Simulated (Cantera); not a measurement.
Feed: 1 mol C2F6, 0.068 mol CH4, at 42.0 mbar.

Equilibrium computed with Cantera from the NASA thermochemical tables; the gas is ideal and each condensed phase is pure. Candidate condensed phases: C, C6H6, C7H8, C8H18; 95 gas species. The feed counts by its element totals alone. The tables' values for C2F4 are old estimates; treat these amounts as uncertain. Gases not in the tables: C2F6 and larger saturated fluorocarbons. Rates play no part.

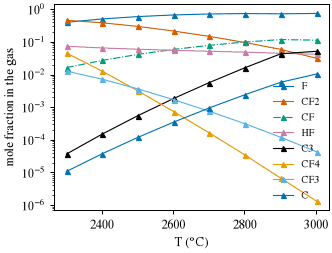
*Equilibrium gas composition (values under 1e-9 drawn at 1e-9)*

From 2302 °C to 2902 °C the condensed part is C(graphite). At 3002 °C nothing is condensed. The main C-bearing gas is CF2 at 2302 °C and C3 at 3002 °C. The share of C in condensed phases is highest at 2702 °C (37.5 %) and lowest at 3002 °C (0.0 %).
